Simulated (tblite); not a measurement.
C2H3F3O2Si: saddle-point search

System: C2H3F3O2Si.
Method: GFN2-xTB saddle search (eigenvector following) and harmonic vibrations, gas phase (tblite 0.8.0).

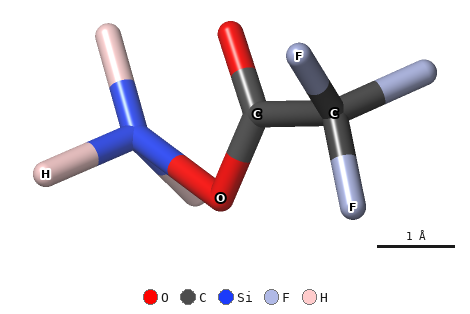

The starting structure (stick view, seen at a tilt). Bond lengths as drawn: C–C 1.54 Å, C–F 1.33 to 1.34 Å, C–O 1.23 to 1.25 Å, H–Si 1.45 to 1.46 Å and O–Si 1.96 Å.

## The input
```
{"job": {"xc": "GFN2-xTB", "basis": "xTB", "kind": "saddle"}, "charge": 0, "multiplicity": 1}
O     -0.067258    -0.858125    -0.563130
C      0.370222     0.102880     0.097356
O     -0.396779     0.934463     0.572064
Si    -1.934474    -0.296217    -0.354906
C      1.885390     0.232479     0.309522
F      2.343974     1.382225    -0.196054
F      2.190666     0.217143     1.611361
F      2.561092    -0.757726    -0.271447
H     -2.791175     0.730748     0.240945
H     -1.990538    -0.144194    -1.800311
H     -2.171119    -1.543678     0.354599
```

The first line tells a small driver script what to run in tblite; the rest is the geometry in Å.

Machine: 1 CPU thread, shared host.

Run as:
```bash
OMP_NUM_THREADS=1 python <driver script> task.json out
```

## What the program printed
```
step      E/eV     max force
  0    -813.78734   0.0328
  1    -813.78691   0.0014
  2    -813.76476   0.7248
  3    -813.80906   0.2691
  4    -813.81877   0.4409
  5    -813.81634   0.1037
  6    -813.82080   0.1396
  7    -813.82334   0.0653
  8    -813.82404   0.0291
  9    -813.82407   0.0071
 10    -813.82408   0.0046
 11    -813.82407   0.0365
 12    -813.82410   0.0060
 13    -813.82411   0.0242
 14    -813.82411   0.0060
 15    -813.82413   0.0130
 16    -813.82414   0.0151
 17    -813.82416   0.0055
 18    -813.82417   0.0151
 19    -813.82418   0.0010
lowest wavenumbers (cm-1): -315.7 3.5 91.1 117.7 196.5 242.7
```

## Trajectory as extended XYZ (Å, eV, eV/Å), 12 frames, from step=0 to step=19
```
11
Properties=species:S:1:pos:R:3:forces:R:3 step=0 energy=-813.78734
O    -0.0673   -0.8581   -0.5631    0.0240  -0.0200  -0.0100
C     0.3702    0.1029    0.0974    0.0040  -0.0120  -0.0070
O    -0.3968    0.9345    0.5721   -0.0180  -0.0180  -0.0120
Si   -1.9345   -0.2962   -0.3549   -0.0060   0.0140   0.0090
C     1.8854    0.2325    0.3095   -0.0030   0.0000   0.0040
F     2.3440    1.3822   -0.1961   -0.0040   0.0030  -0.0020
F     2.1907    0.2171    1.6114   -0.0060   0.0000  -0.0020
F     2.5611   -0.7577   -0.2714    0.0020   0.0020   0.0010
H    -2.7912    0.7307    0.2409   -0.0190   0.0100   0.0040
H    -1.9905   -0.1442   -1.8003    0.0130   0.0090   0.0100
H    -2.1711   -1.5437    0.3546    0.0140   0.0110   0.0060
11
Properties=species:S:1:pos:R:3:forces:R:3 step=1 energy=-813.78691
O    -0.0735   -0.8532   -0.5598    0.0010   0.0000   0.0010
C     0.3691    0.1072    0.1009    0.0000   0.0000   0.0000
O    -0.3915    0.9413    0.5783    0.0000  -0.0010  -0.0010
Si   -1.9350   -0.3020   -0.3587    0.0000   0.0000   0.0000
C     1.8852    0.2317    0.3090    0.0000   0.0000   0.0000
F     2.3446    1.3803   -0.1989    0.0000   0.0000   0.0000
F     2.1922    0.2174    1.6104    0.0000   0.0000   0.0000
F     2.5586   -0.7602   -0.2718    0.0000   0.0000   0.0000
H    -2.7907    0.7263    0.2387    0.0000   0.0000   0.0000
H    -1.9884   -0.1418   -1.8032    0.0000   0.0000   0.0000
H    -2.1707   -1.5470    0.3552    0.0000   0.0000   0.0000
11
Properties=species:S:1:pos:R:3:forces:R:3 step=3 energy=-813.80906
O    -0.0542   -0.8150   -0.6577   -0.0180   0.2080   0.0970
C     0.3683    0.0790    0.1011   -0.1210   0.0360   0.0150
O    -0.4179    0.8399    0.6664    0.1610  -0.1780  -0.0890
Si   -1.9283   -0.2776   -0.3601   -0.1440  -0.0920  -0.0790
C     1.8803    0.2307    0.3142   -0.0060  -0.0030   0.0050
F     2.3170    1.3904   -0.1918   -0.0130  -0.0110   0.0040
F     2.1896    0.2187    1.6137    0.0030   0.0020   0.0000
F     2.5711   -0.7460   -0.2720   -0.0050   0.0090   0.0060
H    -2.7357    0.9134   -0.0455    0.1370  -0.1310  -0.0650
H    -2.1029   -0.5307   -1.8005   -0.0040   0.0050   0.2690
H    -2.0892   -1.3167    0.6536    0.0120   0.1550  -0.1620
11
Properties=species:S:1:pos:R:3:forces:R:3 step=5 energy=-813.81634
O    -0.0414   -0.8050   -0.6918    0.0030   0.0840   0.0270
C     0.3712    0.0712    0.0863   -0.0470   0.0070   0.0040
O    -0.4265    0.8120    0.6635    0.0580  -0.0820  -0.0260
Si   -1.9287   -0.2651   -0.3529   -0.0440  -0.0240  -0.0260
C     1.8793    0.2308    0.3171   -0.0030  -0.0030   0.0040
F     2.3166    1.3917   -0.1853   -0.0110  -0.0030   0.0020
F     2.1745    0.2213    1.6198    0.0000   0.0030  -0.0030
F     2.5799   -0.7437   -0.2607    0.0010   0.0070   0.0050
H    -2.7248    0.9267   -0.0499    0.0490  -0.0250  -0.0280
H    -2.1271   -0.5487   -1.7743   -0.0090  -0.0090   0.0870
H    -2.0750   -1.3050    0.6495    0.0030   0.0460  -0.0440
11
Properties=species:S:1:pos:R:3:forces:R:3 step=6 energy=-813.82080
O    -0.0294   -0.7932   -0.7289    0.0190   0.1140   0.0670
C     0.3732    0.0538    0.0836   -0.0740  -0.0030  -0.0110
O    -0.4354    0.7633    0.6897    0.0770  -0.0960  -0.0660
Si   -1.9286   -0.2518   -0.3489   -0.0240  -0.0130  -0.0170
C     1.8780    0.2307    0.3201   -0.0030  -0.0040   0.0020
F     2.3004    1.3943   -0.1903   -0.0060  -0.0060   0.0010
F     2.1717    0.2349    1.6226   -0.0030   0.0010  -0.0010
F     2.5919   -0.7386   -0.2501   -0.0010   0.0090   0.0060
H    -2.7029    0.9560   -0.0656    0.0280  -0.0030  -0.0180
H    -2.1499   -0.5695   -1.7580   -0.0070  -0.0040   0.0430
H    -2.0710   -1.2939    0.6469   -0.0070   0.0040  -0.0060
11
Properties=species:S:1:pos:R:3:forces:R:3 step=8 energy=-813.82404
O    -0.0101   -0.7706   -0.7874    0.0060   0.0220   0.0180
C     0.3785    0.0350    0.0659   -0.0150  -0.0020  -0.0030
O    -0.4432    0.7008    0.7070    0.0140  -0.0170  -0.0170
Si   -1.9319   -0.2373   -0.3362   -0.0030  -0.0020   0.0020
C     1.8770    0.2317    0.3231    0.0010  -0.0010   0.0010
F     2.2858    1.4053   -0.1762    0.0000  -0.0040   0.0010
F     2.1534    0.2346    1.6293   -0.0010   0.0000  -0.0050
F     2.6146   -0.7222   -0.2424   -0.0020   0.0040   0.0030
H    -2.6632    1.0036   -0.0957    0.0020  -0.0010  -0.0010
H    -2.1925   -0.6136   -1.7231    0.0000   0.0000   0.0010
H    -2.0705   -1.2814    0.6570   -0.0020   0.0000   0.0000
11
Properties=species:S:1:pos:R:3:forces:R:3 step=10 energy=-813.82408
O    -0.0081   -0.7622   -0.7965    0.0000   0.0000   0.0010
C     0.3787    0.0338    0.0658    0.0000   0.0000   0.0000
O    -0.4443    0.6900    0.7148    0.0010   0.0000  -0.0010
Si   -1.9322   -0.2367   -0.3353    0.0000  -0.0010   0.0000
C     1.8769    0.2319    0.3237    0.0030   0.0010   0.0010
F     2.2880    1.3981   -0.1914   -0.0010  -0.0040   0.0020
F     2.1513    0.2527    1.6299    0.0000   0.0000  -0.0040
F     2.6141   -0.7306   -0.2274   -0.0020   0.0030   0.0020
H    -2.6620    1.0033   -0.0876    0.0000   0.0000   0.0000
H    -2.1946   -0.6052   -1.7240    0.0000   0.0000   0.0000
H    -2.0699   -1.2891    0.6493    0.0000   0.0000  -0.0010
11
Properties=species:S:1:pos:R:3:forces:R:3 step=12 energy=-813.82410
O    -0.0077   -0.7547   -0.8024   -0.0010  -0.0030  -0.0040
C     0.3785    0.0336    0.0671    0.0020   0.0000   0.0010
O    -0.4450    0.6824    0.7227   -0.0020   0.0030   0.0030
Si   -1.9321   -0.2369   -0.3357    0.0010   0.0000   0.0000
C     1.8768    0.2320    0.3243   -0.0030  -0.0010  -0.0010
F     2.2915    1.3873   -0.2116    0.0010   0.0050  -0.0030
F     2.1500    0.2758    1.6297    0.0000   0.0000   0.0060
F     2.6120   -0.7423   -0.2085    0.0020  -0.0050  -0.0020
H    -2.6643    0.9988   -0.0739   -0.0010   0.0010   0.0000
H    -2.1944   -0.5905   -1.7282    0.0000   0.0000  -0.0010
H    -2.0673   -1.2996    0.6379    0.0000  -0.0010   0.0010
11
Properties=species:S:1:pos:R:3:forces:R:3 step=13 energy=-813.82411
O    -0.0068   -0.7423   -0.8128    0.0020   0.0070   0.0090
C     0.3782    0.0331    0.0692   -0.0050   0.0000  -0.0010
O    -0.4462    0.6694    0.7359    0.0060  -0.0070  -0.0060
Si   -1.9320   -0.2369   -0.3362   -0.0030  -0.0010   0.0000
C     1.8767    0.2320    0.3252    0.0140   0.0040   0.0020
F     2.2971    1.3703   -0.2441   -0.0050  -0.0210   0.0110
F     2.1478    0.3130    1.6295   -0.0020  -0.0010  -0.0240
F     2.6087   -0.7610   -0.1781   -0.0090   0.0180   0.0100
H    -2.6679    0.9920   -0.0524    0.0020  -0.0030  -0.0010
H    -2.1942   -0.5672   -1.7346    0.0000   0.0010   0.0040
H    -2.0633   -1.3164    0.6197    0.0000   0.0030  -0.0030
11
Properties=species:S:1:pos:R:3:forces:R:3 step=15 energy=-813.82413
O    -0.0069   -0.7428   -0.8123    0.0010   0.0040   0.0050
C     0.3782    0.0332    0.0691   -0.0030   0.0000  -0.0010
O    -0.4462    0.6700    0.7353    0.0030  -0.0040  -0.0040
Si   -1.9320   -0.2369   -0.3362   -0.0020  -0.0010   0.0000
C     1.8767    0.2320    0.3251    0.0080   0.0020   0.0010
F     2.2969    1.3707   -0.2427   -0.0020  -0.0110   0.0060
F     2.1479    0.3115    1.6293   -0.0010   0.0000  -0.0130
F     2.6088   -0.7602   -0.1792   -0.0050   0.0100   0.0050
H    -2.6678    0.9922   -0.0532    0.0010  -0.0020   0.0000
H    -2.1942   -0.5681   -1.7344    0.0000   0.0010   0.0020
H    -2.0635   -1.3157    0.6204    0.0000   0.0020  -0.0020
11
Properties=species:S:1:pos:R:3:forces:R:3 step=17 energy=-813.82416
O    -0.0062   -0.7323   -0.8202    0.0000   0.0020   0.0020
C     0.3780    0.0332    0.0707   -0.0010   0.0000   0.0000
O    -0.4472    0.6596    0.7456    0.0010  -0.0020  -0.0010
Si   -1.9318   -0.2371   -0.3367   -0.0010   0.0000   0.0000
C     1.8765    0.2322    0.3258    0.0030   0.0010   0.0000
F     2.3020    1.3552   -0.2686   -0.0010  -0.0050   0.0020
F     2.1462    0.3420    1.6277    0.0000   0.0000  -0.0050
F     2.6055   -0.7746   -0.1534   -0.0020   0.0040   0.0020
H    -2.6710    0.9856   -0.0354    0.0000  -0.0010   0.0000
H    -2.1940   -0.5486   -1.7392    0.0000   0.0000   0.0010
H    -2.0600   -1.3292    0.6051    0.0000   0.0010  -0.0010
11
Properties=species:S:1:pos:R:3:forces:R:3 step=19 energy=-813.82418
O    -0.0055   -0.7212   -0.8285    0.0000   0.0000   0.0000
C     0.3777    0.0333    0.0722    0.0000   0.0000   0.0000
O    -0.4483    0.6488    0.7559    0.0000   0.0000   0.0000
Si   -1.9317   -0.2372   -0.3371    0.0000   0.0000   0.0000
C     1.8764    0.2324    0.3265    0.0010   0.0000   0.0000
F     2.3075    1.3389   -0.2943    0.0000  -0.0010   0.0000
F     2.1444    0.3727    1.6254    0.0000   0.0000  -0.0010
F     2.6021   -0.7887   -0.1270    0.0000   0.0010   0.0000
H    -2.6742    0.9788   -0.0176    0.0000   0.0000   0.0000
H    -2.1940   -0.5291   -1.7437    0.0000   0.0000   0.0000
H    -2.0562   -1.3426    0.5895    0.0000   0.0000   0.0000
```

## Summary

| quantity | value |
| --- | --- |
| outcome | converged |
| total energy | −813.8242 eV |
| point group | C1 |
| wall time | 3.6 s |
| peak memory | 0.19 GiB |
